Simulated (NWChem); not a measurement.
# One shape, several levels: SrF (SMILES [F][Sr])

Wanted: a comparison of 6 runs (UHF/STO-3G, UHF/def2-TZVPP, UPBE/def2-TZVPP, UPBE0/def2-TZVPP, UMP2/def2-TZVPP, UCCSD(T)/STO-3G) of SrF. 

The calculation is run with NWChem 7.3.0.

2 further runs of the same task are left out: 2 set aside as unsound or not needed.

## Step 1: Starting point

The species is SrF (2 atoms), meant as a doublet with charge 0. SMILES: `[F][Sr]`. The shape is that of a PBE0-D4/def2-TZVP optimisation.

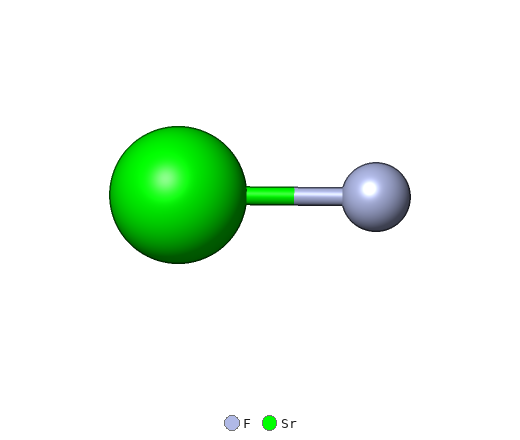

The structure, seen from a chosen angle (fluorine light blue, strontium green).

## Step 2: Energy and forces at UHF/STO-3G (run 1)

Input file run.py:

```python
from ase import Atoms
from ase.calculators.nwchem import NWChem

mol = Atoms('FSr', positions=[
    [0.000000, 0.000000, -0.069330],
    [-0.000000, -0.000000, 2.012350],
])

calc = NWChem(
    label='a',
    theory='scf',
    memory='2200 mb',
    basis='STO-3G',
    basispar='spherical bse',
    scf={'nopen': '1', 'uhf': None, 'thresh': '1e-08', 'maxiter': '80'},
)
mol.calc = calc

forces = mol.get_forces()
print("Total energy (eV):", round(mol.get_potential_energy(), 6))
print("forces (eV/A):")
for s, f in zip(mol.symbols, forces):
    print(f"{s:2s} {f[0]:10.5f} {f[1]:10.5f} {f[2]:10.5f}")
```

On the command line:

```sh
$ export ASE_NWCHEM_COMMAND="nwchem PREFIX.nwi > PREFIX.nwo"
$ python run.py
```

Log:

```text
Total energy (eV): -86996.664606
forces (eV/A):
F     0.00000    0.00000   -5.74559
Sr   -0.00000   -0.00000    5.74559
```

The calculator wrote a.nwi:

```
title "a"

permanent_dir a

scratch_dir a

start a

geometry units angstrom nocenter noautosym noautoz
  F  0.0000000000000000e+00 0.0000000000000000e+00 -6.9330000000000003e-02
  Sr -0.0000000000000000e+00 -0.0000000000000000e+00 2.0123500000000001e+00
end

memory 2200 mb

basis spherical bse noprint
   * library STO-3G
end

scf
  nopen 1
  uhf
  thresh 1e-08
  maxiter 80
end

task scf gradient
```

a.nwo:

```text
Northwest Computational Chemistry Package (NWChem) 7.3.0
             --------------------------------------------------------

           Job information
           ---------------

    nwchem branch   = 7.3.0
    use scalapack   = T
    input           = a.nwi
    prefix          = a.
    data base       = a/a.db
    status          = startup
    nproc           =        1

           Memory information
           ------------------

[... 5 lines left out ...]
    hardfail = no
[... 92 lines left out ...]
 1-e energy   =   -4622.774634
[... 9 lines left out ...]
 Convergence threshold     :          1.000E-08
[... 17 lines left out ...]
      One electron energy =  -4624.905373576597
[... 9 lines left out ...]
          Final alpha eigenvalues
[... 163 lines left out ...]
                     UHF Final Beta Molecular Orbital Analysis
[... 166 lines left out ...]
                 ----------------------------------------
                 |  Time  |  1-e(secs)   |  2-e(secs)   |
                 ----------------------------------------
                 |  CPU   |       0.00   |       0.27   |
                 ----------------------------------------
                 |  WALL  |       0.00   |       0.27   |
                 ----------------------------------------

 Task  times  cpu:        2.2s     wall:        2.2s
 Total times  cpu:        2.2s     wall:        2.2s
```

Run time: 3.3 s. Hardware: 1 thread of Intel Xeon 6975P-C (Granite Rapids), shared host; peak memory 0.1 GiB.

## Step 3: Energy and gradient at UHF/def2-TZVPP (core potential) (run 2)

Input file fsr.nw:

```
start fsr
title "FSr gradient"
memory total 2200 mb
charge 0

geometry noautosym nocenter noautoz
F        0.000000       0.000000      -0.069330
Sr       0.000000       0.000000       2.012350
end

basis "ao basis" spherical bse
* library def2-TZVPP
end

ecp bse
Sr library def2-TZVPP
end

scf
doublet
uhf
thresh 1e-08
maxiter 80
end

task scf gradient
```

On the command line:

```sh
$ nwchem fsr.nw > fsr.out
```

Log:

```text
[...]
  functions       =    71
[...]
  wavefunction    = UHF
[...]
         Total SCF energy =   -129.906478273098
      One electron energy =   -236.720831049086
      Two electron energy =     83.935739151428
 Nuclear repulsion energy =     22.878613624559
                       Sz =      0.5000
                 Sz(Sz+1) =      0.7500
                      S^2 =      0.7504
[...]
                         UHF ENERGY GRADIENTS
    atom               coordinates                        gradient
                 x          y          z           x          y          z
   1 F       0.000000   0.000000  -0.131015    0.000000   0.000000   0.007232
   2 Sr      0.000000   0.000000   3.802790   -0.000000  -0.000000  -0.007232
[...]
```

It took 9.9 s on 1 thread of Intel Xeon 6975P-C (Granite Rapids), shared host; peak memory 0.11 GiB.

Runs 3 to 5 aren't shown in full; the table further down has their settings and results.

## Step 4: A single-point energy at UCCSD(T)/STO-3G (run 6)

Input file fsr.nw:

```
start fsr
title "SrF"
memory 2200 mb

geometry units angstrom noautosym nocenter noautoz
   F      0.000000     0.000000    -0.069330
   Sr     0.000000     0.000000     2.012350
end

basis spherical bse
   F library STO-3G
   Sr library STO-3G
end

scf
   doublet
   uhf
   thresh 1e-08
   maxiter 80
end

tce
   scf
   ccsd(t)
   freeze core 15
   maxiter 60
end

task tce energy
```

On the command line:

```sh
$ nwchem fsr.nw > fsr.out
```

Log:

```text
[...]
  functions       =    27
[...]
  wavefunction    = UHF
[...]
         Total SCF energy =  -3197.068481866597
      One electron energy =  -4624.905373566820
      Two electron energy =   1340.898159926898
 Nuclear repulsion energy =     86.938731773326
                       Sz =      0.5000
                 Sz(Sz+1) =      0.7500
                      S^2 =      0.8003
[...]
         Wavefunction type : Unrestricted Hartree-Fock
          No. of electrons :    47
[...]
         Spin multiplicity : doublet
[...]
 CCSD total energy / hartree       =     -3197.108337581084470
[...]
 CCSD[T] total energy / hartree       =     -3197.113235506645651
[...]
 CCSD(T) total energy / hartree       =     -3197.112213106490344
[...]
```

It took 3.3 s on 1 thread of Intel Xeon 6975P-C (Granite Rapids), shared host; peak memory 0.1 GiB.

## Step 5: All runs side by side

```csv
run,level,core potential,iteration cap,energy (Eh),dipole moment (D),HOMO energy (eV),LUMO energy (eV),wall time
1,UHF/STO-3G,–,80,-3197.068482,3.03,-1.76,6.82,3.3 s
2,UHF/def2-TZVPP (core potential),def2-TZVPP,80,-129.906478,3.08,-5.23,0.08,9.9 s
3,UPBE/def2-TZVPP (core potential),def2-TZVPP,100,-130.564434,3.39,-3.39,-2.50,61 s
4,UPBE0/def2-TZVPP (core potential),def2-TZVPP,100,-130.553671,3.40,–,–,17 s
5,UMP2/def2-TZVPP (core potential),def2-TZVPP,80,-130.364771,3.63,-5.23,0.08,21 s
6,UCCSD(T)/STO-3G,–,80,-3197.112213,–,-1.76,6.82,3.3 s
```

## Step 6: Results

| quantity | value |
| --- | --- |
| run 6: total energy | -3197.11221 Eh |
| run 6: HOMO energy (Hartree–Fock orbitals) (highest over α and β) | -1.76 eV |
| run 6: LUMO energy (Hartree–Fock orbitals) (lowest over α and β) | 6.82 eV |
| run 6: correlation energy (15 core orbitals frozen) | -43.7 mEh |
| run 6: (T) correction | -3.88 mEh |
| run 6: ⟨S²⟩ of the reference determinant | 0.800 |

In words: Over runs 1, 2, 3, 4, 5 the dipole moment (its size) runs from 3.03 D (UHF/STO-3G) to 3.63 D (UMP2/def2-TZVPP). The two ends differ in method and basis and core potential. Totals of different functionals can't be ranked against each other. Some runs of one species differ in core potentials or relativity; totals across that change don't compare. In runs 1, 6 the basis is minimal, so the values are rough. In runs 1, 6 relativity is left out where basis or elements ask for it. All runs together took 1.9 min, the longest 61 s.
